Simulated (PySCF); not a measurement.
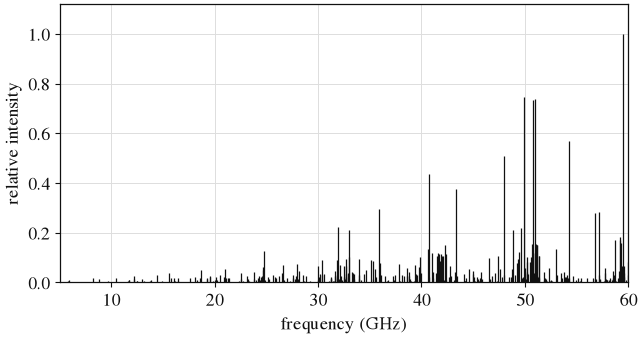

C₂H₂F₂O, SMILES F[C@@H]1O[C@@H]1F. Simulated rotational absorption lines between 5 and 60 GHz at 12 K: rigid rotor with the equilibrium constants and dipole of one optimised conformer (PBE0-D3(BJ)/def2-SVP, PySCF 2.14.0), commonest isotopes; no centrifugal distortion, hyperfine structure, internal rotation or nuclear-spin weights; lines within 1 MHz of each other are summed.

What are the rotational constants, and what kind of rotor is it?

Rotational constants A, B, C = 9.262, 5.185, 3.878 GHz; Ray's κ = −0.51, an asymmetric top on the prolate side.

Which dipole components drive the lines?

|μa|, |μb|, |μc| = 0.01, 1.15, 2.40 D; c-type lines carry 68 % of the intensity in this range.

Note: coarse grid, loose stop and no frequency check, small forces are noise and the end may be a saddle.
